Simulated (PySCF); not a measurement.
C2H6Cl2Si

The calculation's input:

```
{"job": {"kind": "nmr", "xc": "PBE0", "basis": "pcSseg-2"}, "charge": 0, "multiplicity": 1}
C     -0.179622    -0.126363     0.424866
Si     1.602702     0.069325    -0.240966
C     -1.271502    -0.094033    -0.619796
Cl    -0.235160    -1.702770     1.294716
Cl    -0.442070     1.210401     1.602361
H      2.549807     0.011567     0.903747
H      1.698195     1.383014    -0.943688
H      1.866935    -1.039135    -1.205372
H     -2.256927    -0.210399    -0.144990
H     -1.125670    -0.913131    -1.339703
H     -1.248038     0.865794    -1.157142
```

Launched as:

```sh
OMP_NUM_THREADS=1 python cluster_run.py task.json out
```

Geometry: PBE0-D3(BJ)/def2-SVP.

These are results of PBE0/pcSseg-2, SCF density, gas phase, non-relativistic (PySCF 2.14.0), not measurements.

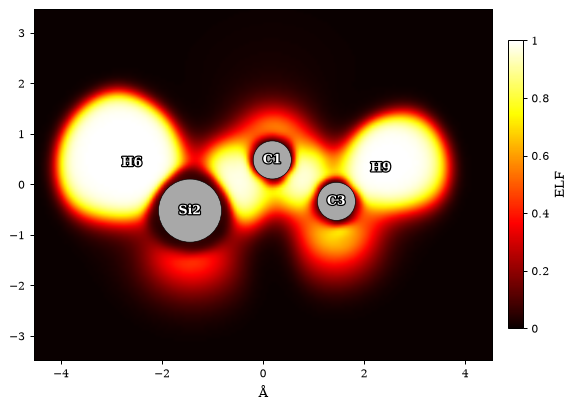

Figure 1. ELF on the plane of atoms Si2, C1 and C3. Grey discs cover the atomic cores.

What does the map show?

Answer. The plane passes through C, Si and H nuclei.
C–C (1.51 Å): the ELF peaks at about 0.95 between the atoms: a covalent bond.
C–Si (1.91 Å): the ELF peaks at about 1 between the atoms: localised, covalent bonding.
C–H (1.10 Å): the ELF climbs to about 1 towards the hydrogen, as it does in any bond to H; an ordinary covalent bond to hydrogen.
Si–H (1.49 Å): the ELF climbs to about 1 towards the hydrogen.

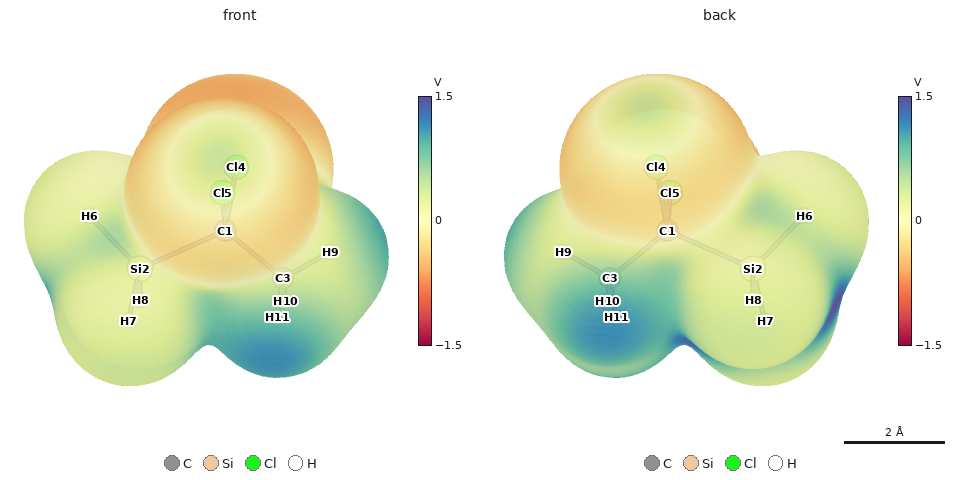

Figure 2. The electrostatic potential painted on the density surface at 0.002 e/bohr³, seen from the front and from behind; the colour scale runs from red (negative) to blue (positive).

Which sites attract a positive test charge, and which a negative one?

Answer. A positive charge is drawn to the negative regions and a negative charge to the positive ones. The most negative region (about −0.6 V) lies over Cl4 and Cl5, the most positive (about +1.4 V) over Si2. Cl4 shows a σ-hole: about +0.4 V at the tip opposite its bond, against about −0.4 V on its flanks. Cl5 shows a σ-hole: about +0.4 V at the tip opposite its bond, against about −0.3 V on its flanks.
